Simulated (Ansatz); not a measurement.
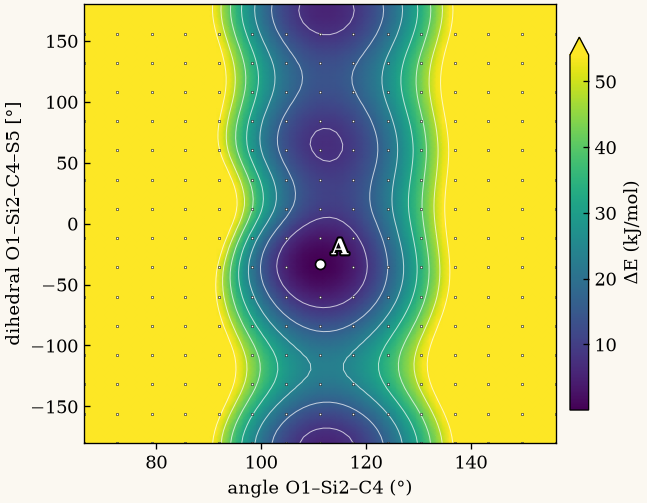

CH5FOSSi, SMILES O[SiH](F)CS. First axis: angle O1–Si2–C4. Second axis: dihedral O1–Si2–C4–S5. Nothing is relaxed (all other coordinates rigid). The grid has 15 × 15 points. All energies are given in kJ/mol relative to the lowest grid point. The calculation used RKS PBE-D4/def2-TZVP (Ansatz 0.2.0).

Drawn: a smooth colour map with a few white contour lines, dots at the grid points, one colour for all values above the top of the scale, the well A. Between grid points the surface is interpolated.

Question: Estimate the position of the minimum and the force constants in these coordinates. Take the well at A.

Answer: The interpolated minimum is at angle O1–Si2–C4 ≈ 111.2°, dihedral O1–Si2–C4–S5 ≈ −33°. The curvatures there are about 7.2 eV/rad² and 0.52 eV/rad², with a cross term of about 0 eV/rad². Round the minimum the two coordinates are nearly uncoupled. (1 eV is 96.5 kJ/mol.)
